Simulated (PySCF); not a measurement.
**Cl$_{2}$FH$_{3}$Si$_{2}$, SMILES `F[SiH2][SiH](Cl)Cl`: what the electrons do**

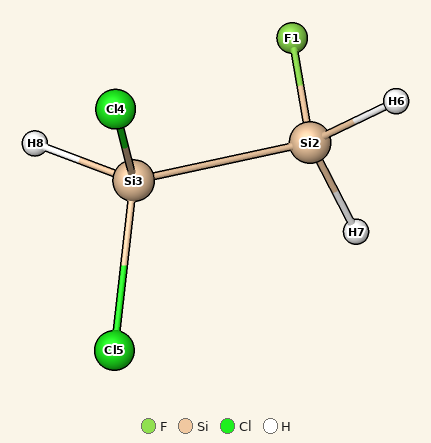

The molecule, with its atoms numbered as below. No frequency check shows the geometry to be a minimum.

Geometry (Å), atoms numbered from 1:

```
F1      -2.7989   -0.1924   -0.5833
Si2     -1.7209    0.3085    0.5043
Si3      0.3586   -0.0086   -0.4611
Cl4      1.2241   -1.7250    0.1829
Cl5      1.5971    1.5135    0.0615
H6      -2.0169   -0.5026    1.6802
H7      -2.0891    1.7009    0.7321
H8       0.4081   -0.0714   -1.9223
```

Part 1: Local ionisation energy

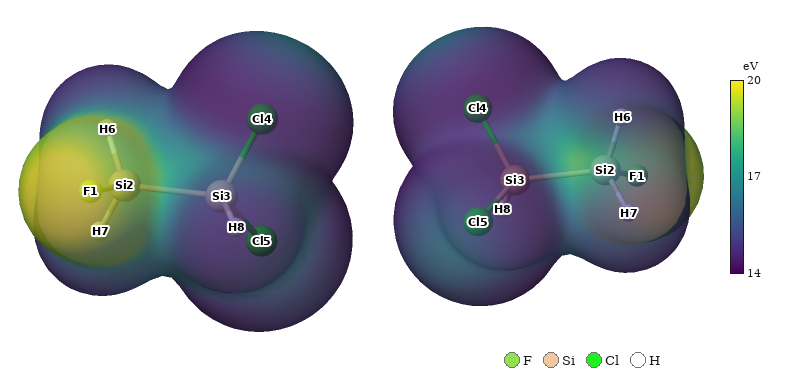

Average local ionisation energy on the surface of electron density 0.001 a.u. (back view left, front view right).

Computed with PySCF, HF/6-31+G*, geometry: GFN2-xTB.

Q: Locate the minima of the map.

A: The lowest value is 14.3 eV, 2.1 Å from Cl4. Further minima include 14.3 eV, 2.1 Å from Cl5, and at like points elsewhere. For comparison, the highest occupied orbital lies at −11.7 eV.

Part 2: Removing or adding an electron

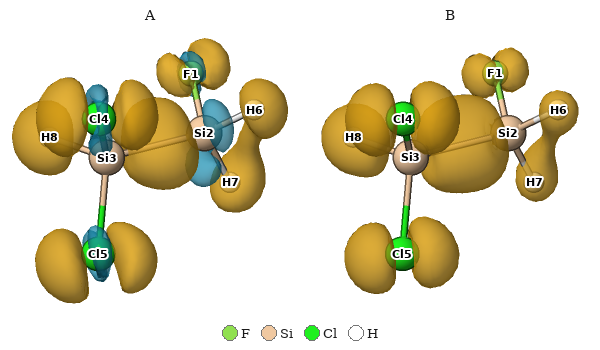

The Fukui function f⁻ from two separate SCF calculations and the density of the HOMO, at ±0.02 e/Å³ (yellow positive, teal negative).

PySCF calculation, PBE0/def2-SVPD, gas phase; geometry: GFN2-xTB.

Q: Which panel is which, and how good is the frozen-orbital picture?

A: A is f⁻ (it has negative regions), B the HOMO density. The HOMO lies on Si2 and Si3 (21 % each), Cl4 and Cl5 (19 % each) and H8 (9 %); f⁻ (Hirshfeld-condensed) is largest on Cl4 (0.21), Cl5 (0.21) and Si2 (0.15); the vertical ionisation energy is 10.56 eV (the stability of the cation's solution wasn't checked). Relaxation shifts 15 % of the electron between atoms. The orbital energy is −8.65 eV.

Part 3: Localised orbitals

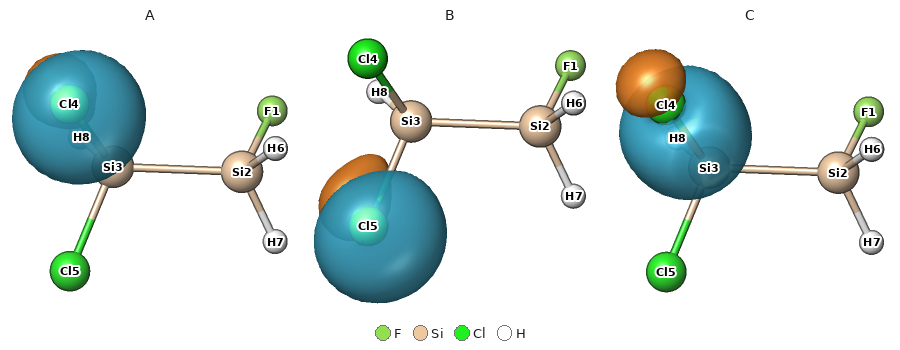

Foster–Boys orbitals, occupied; each surface holds about 85 % of the orbital's density. Energies are diagonal elements of the Fock matrix.

PySCF calculation, PBE/def2-SVPD, gas phase; geometry: GFN2-xTB.

Q: What does each orbital represent in a Lewis picture?

A: By panel:
- A: lone pair on Cl4 (sp2.4-type) (Cl4 98 %; −11.7 eV)
- B: lone pair on Cl5 (sp2.4-type) (Cl5 98 %; −11.7 eV)
- C: σ bond Cl4–Si3 (Cl4 70 %, Si3 29 %; −14.7 eV)

Q: How do all the valence pairs divide up?

A: 16 pairs: 9 lone pairs, 6 σ bonds and 1 strongly polarised pair.

Part 4: Stretching a bond

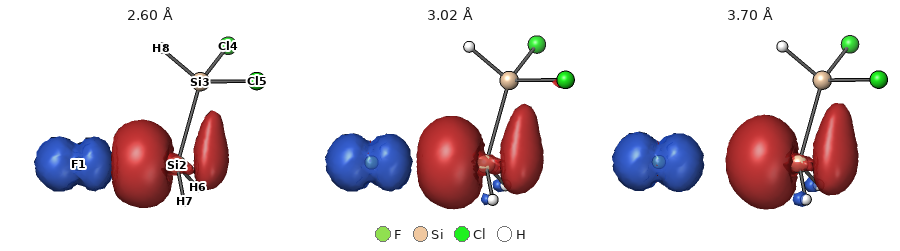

Rigid stretch of the F1–Si2 bond. Broken-symmetry UHF spin density at ±0.03 e/Å³ (blue: α, red: β).

Computed with PySCF, cc-pVDZ basis, geometry: GFN2-xTB.

Q: How does the broken-symmetry solution share the spin, and how far is it from a pure singlet?

A: At 3.70 Å excess α spin lies mostly on F1 and excess β on Si2; the two could be swapped at no cost. ⟨S²⟩ is 0.68 at 2.60 Å, 0.93 at 3.02 Å and 1.00 at 3.70 Å, against 0 for a pure singlet and 1 for an equal mix of singlet and triplet.

Q: Where does the UHF solution part from RHF?

A: Between 2.27 Å (⟨S²⟩ = 0, the two coincide) and 2.60 Å (⟨S²⟩ = 0.68); at 4.70 Å ⟨S²⟩ is 1.01 and UHF lies 4.7 eV below RHF.

Q: How much energy does the stretch cost?

A: By CASSCF, 4.8 eV from the lowest point of the scan (1.68 Å) to 4.70 Å; RHF gives 8.9 eV from its own lowest point. The fragments aren't relaxed and dynamic correlation is missing, so this isn't a bond dissociation energy.
